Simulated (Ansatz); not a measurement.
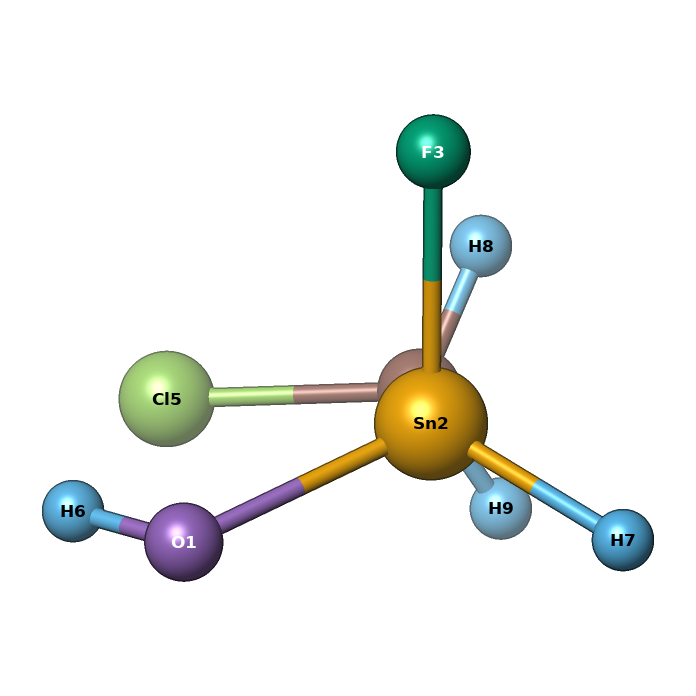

C4 lies behind Sn2. The molecule seen nearly along the Sn2–C4 bond, Sn2 in front. Distant atoms are faded towards the background colour. Computed geometry: PBE0-D4/def2-TZVP optimisation. No frequency run is at hand to confirm it as a minimum.

What is the torsion angle F3–Sn2–C4–Cl5? The sign is positive where the front bond must turn clockwise to cover the back bond.

−94°, about perpendicular.
